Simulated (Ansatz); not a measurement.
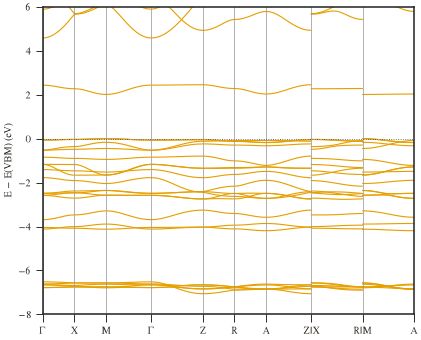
Fig. 1. Band structure from the program Ansatz at the r²SCAN level (PAW)

Q: Read off the gap and where the band edges lie.

A: About 2.0 eV (2.01 eV by a search for the band edges); maximum at M, minimum at M.

Q: Which of these materials gives this?
(A) PrClO, P4/nmm (Pr on 2c, O on 2a, Cl on 2c)
(B) CsZn4P3, P4/mmm (Cs on 1b, Zn on 4i, P on 2h, P on 1a)
(C) RbFeF4, P4/mmm (Rb on 1a, Fe on 1d, F on 2h, F on 2e)
(D) Cs2PdCl4, P4/mmm (Cs on 2e, Pd on 1a, Cl on 4j)

A: D, Cs2PdCl4, P4/mmm (Cs on 2e, Pd on 1a, Cl on 4j)

The workflow started from a Materials Project entry (that database holds measured and hypothetical structures alike); the Crystallography Open Database files this formula in space group No. 123, but the cells were not matched. Whether it is the stable phase at ambient conditions was not checked. The r²SCAN relaxation kept the symmetry of its start; its stability against distortions is not shown here. The run is not spin-polarised. Spin–orbit coupling is left out wherever it is not named.

Potentials: the later of the program's two PAW sets.
